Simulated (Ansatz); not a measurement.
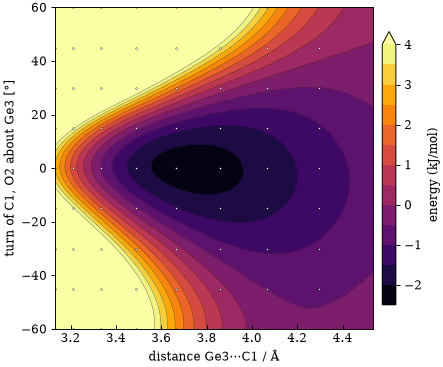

Energy landscape of the pair CO···GeH₄. The turn is about an axis along (−0.87, −0.46, 0.19) in the frame of the relaxed pair, normal to the line between the partners. The first coordinate is: distance Ge3···C1; the second: turn of C1, O2 about Ge3. The grid has 9 × 9 points. Points are written as (first, second). All energies are given in kJ/mol relative to the two partners far apart, frozen as in the relaxed pair, each in its own basis (no counterpoise correction). Level of theory: RKS B3LYP-D4/def2-TZVPD (Ansatz).

The picture shows filled contours, dots at the grid points, one colour for all values above the top of the scale. Between grid points the surface is interpolated. 

**Summarise what can be read from the map.**

The lowest grid point is at (3.663 Å, 0°), −2.2 kJ/mol from the two partners far apart, frozen as in the relaxed pair, each in its own basis (no counterpoise correction). No other kind of well shows on this grid. The highest grid point, (3.133 Å, 60°), lies 81.1 kJ/mol above the lowest. Round the minimum the two coordinates are weakly coupled (coupling 0.09 in units of the two stiffnesses).

Each point was launched as `ansatz run input.yaml --threads 1 --pin off --max-ram 2560MiB --backend cpu --events-out ev --progress --plain --runs-dir out`. Time for the 81 points that were run: 12 min on 1 thread of Arm Neoverse V1, with other jobs on the host.
